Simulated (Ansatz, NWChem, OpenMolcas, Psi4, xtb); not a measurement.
Errors in the dipole moment

6 molecules; the dipole moment in D, computed less measured. Shapes, held fixed at every level: PBE0-D4/def2-TZVP. No vibrational averaging. Dipoles are compared by magnitude; molecules under 1 D, whose direction can flip, are left out. Programs: Ansatz 0.2.0, NWChem 7.3.0, OpenMolcas 26.06, Psi4 1.11, xtb 6.7.1. A level may come from different programs for different species; with the same settings they agree closely. Measured values: NIST CCCBDB.

Levels: A = GFN0-xTB; B = PBE-D4/def2-TZVPP; C = PBE0/cc-pVTZ; D = B3LYP-D4/def2-TZVPP.

```json
{"molecule": "BrF (bromine fluoride)", "measured": "1.42", "A": "-0.04", "B": "-0.18", "C": "-0.07", "D": "-0.02"}
{"molecule": "HF (SMILES F)", "measured": "1.82", "A": "+0.71", "B": "-0.02", "C": "+0.01", "D": "+0.03"}
{"molecule": "NS (Mononitrogen monosulfide)", "measured": "1.81", "A": "+3.90", "B": "+0.02", "C": "-0.02", "D": "+0.08"}
{"molecule": "HCN (hydrogen cyanide)", "measured": "2.98", "A": "+1.14", "B": "-0.06", "C": "+0.01", "D": "+0.05"}
{"molecule": "CH3Br (bromomethane)", "measured": "1.81", "A": "+0.15", "B": "+0.02", "C": "+0.10", "D": "+0.08"}
{"molecule": "CH4S (methanethiol)", "measured": "1.52", "A": "+0.44", "B": "+0.01", "C": "+0.06", "D": "0.00"}
```

Which level does best on this set, which worst, and which err to one side?


```json
{"level": "GFN0-xTB", "kind": "semi-empirical", "mean error": "+1.050", "mean absolute error": "1.063", "worst case": "NS"}
{"level": "PBE-D4/def2-TZVPP", "kind": "GGA", "mean error": "-0.035", "mean absolute error": "0.052", "worst case": "BrF"}
{"level": "PBE0/cc-pVTZ", "kind": "global hybrid", "mean error": "+0.015", "mean absolute error": "0.045", "worst case": "CH3Br"}
{"level": "B3LYP-D4/def2-TZVPP", "kind": "global hybrid", "mean error": "+0.037", "mean absolute error": "0.043", "worst case": "NS"}
```

On this set B3LYP-D4/def2-TZVPP has the smallest mean absolute error and GFN0-xTB the largest. GFN0-xTB is too high in 5 of 6; PBE0/cc-pVTZ is too high in 4 of 6; B3LYP-D4/def2-TZVPP is too high in 4 of 6. The levels differ in basis as well as in method. The smallest two are near a tie. Open shells run unrestricted. Relativity is left out for Br. The set is small.

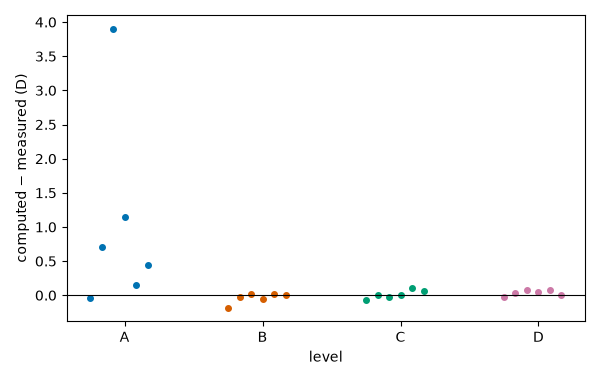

Errors of each level, one point a molecule.
